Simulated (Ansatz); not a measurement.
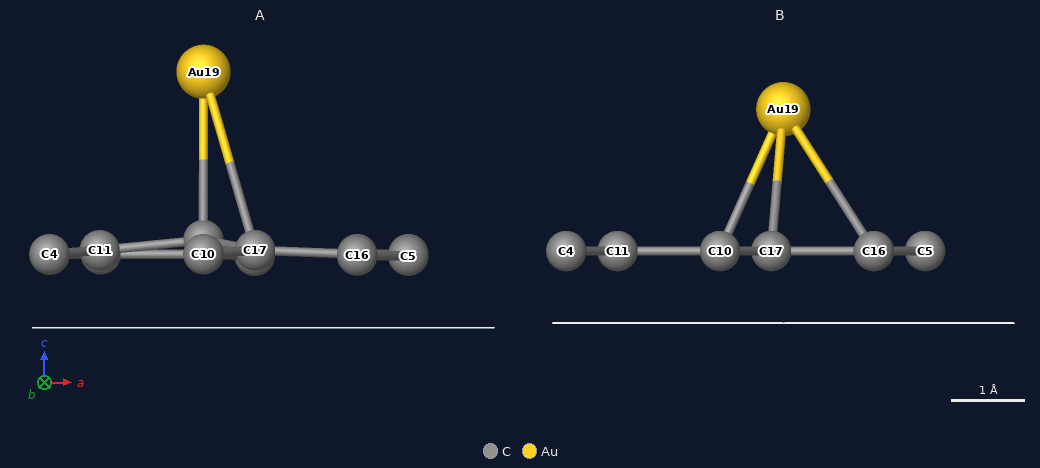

Two geometries of a slab of composition AuC18, drawn at one scale. One is the start of a relaxation, the other its converged end. A ball-and-stick model of the cell of the calculation, outlined in the plane, without the vacuum (origin shifted), seen along the b axis.

Method: DFT PBE, scalar-relativistic, plane waves, PAW in Ansatz. Set-up: plane-wave cutoff 420 eV; k-point mesh 2 × 2 × 1; occupations gaussian; smearing width 0.02 eV; collinear spin; atoms relaxed in a fixed cell; force threshold 0.03 eV/Å; at most 60 steps.

Which geometry has the lower energy?

Structure A is the relaxed one. It is Au on graphene monolayer, set down by a guess. The run prepares an end point of a later path (adatom hop) calculation, from a guessed geometry. The Au atom moves most relative to the layer's centre: 0.99 Å at 58° to the normal (+c side). Largest moves by element: Au 0.99 Å, C 0.16 Å. The cell doesn't change. Near-neighbour distances that change, for instance: Au–C 2.575 → 3.536 Å, Au–C 2.716 → 3.536 Å, Au–C 2.253 → 2.864 Å, Au–C 2.414 → 2.864 Å. Bond angles that change, for instance: C–C–Au 74.7° → 95.6°, C–C–Au 114.0° → 95.6°, C–C–Au 81.8° → 95.6°. After 7 geometry steps the energy has fallen by 0.976 eV per cell of the calculation. Largest force component: 3.5 eV/Å at the start, 0.0083 eV/Å at the end. Cost: 98 s on 2 threads of Intel(R) Xeon(R) Platinum 8259CL CPU @ 2.50GHz (Skylake/Cascade Lake), on a shared host, peak memory 1.1 GiB.

Limits of the set-up: the periodic images lie only 7.4 Å apart, so the values are limited by the cell's size.
